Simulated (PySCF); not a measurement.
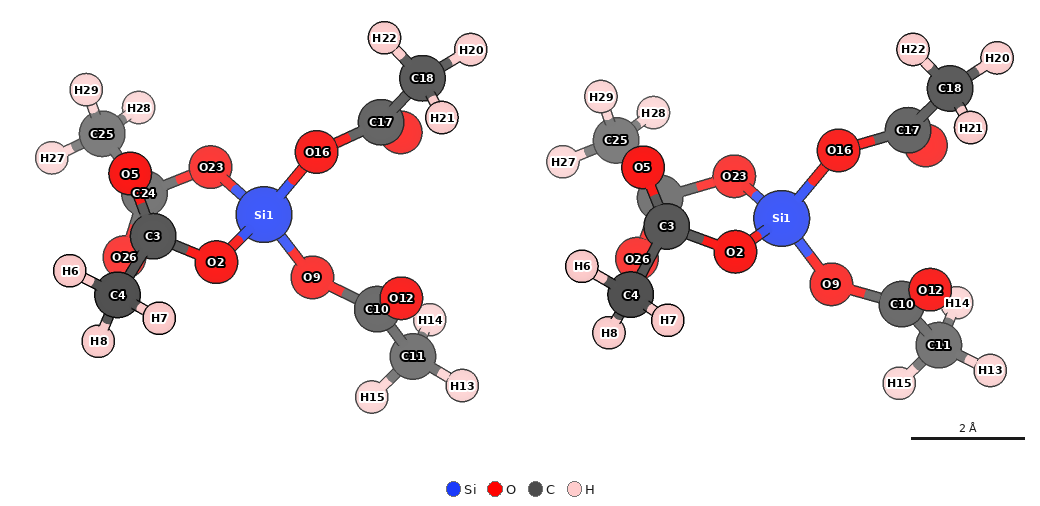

Two geometries of C8H12O8Si, drawn at one scale. One is the start of a relaxation, the other its converged end. The picture is a ball-and-stick view, seen face on.

Computed with PySCF 2.14.0, density-fitted response routines, PBE0-D3(BJ)/def2-SVP geometry optimisation, gas phase. 

**Which of the two is the end point?**

The left one is the relaxed one. The start comes from GFN2-xTB. Its atoms were then displaced at random by about 0.03 Å. An H atom moves most after the best rigid fit: 0.37 Å. By element the largest moves are H 0.37 Å, O 0.34 Å, C 0.26 Å, Si 0.09 Å. Near-neighbour distances that change, for instance: O–Si 1.568 → 1.661 Å, C–H 1.179 → 1.095 Å, O–Si 1.739 → 1.661 Å, C–H 1.043 → 1.101 Å. Bond angles that change, for instance: C–C–H 102.2° → 110.0°, O–C–C 104.8° → 111.7°, H–C–H 116.9° → 110.9°. The energy falls by 27.6 kcal/mol in 17 geometry steps. The run took 11 min on 2 threads of Intel(R) Xeon(R) 6975P-C, with other jobs on the host.
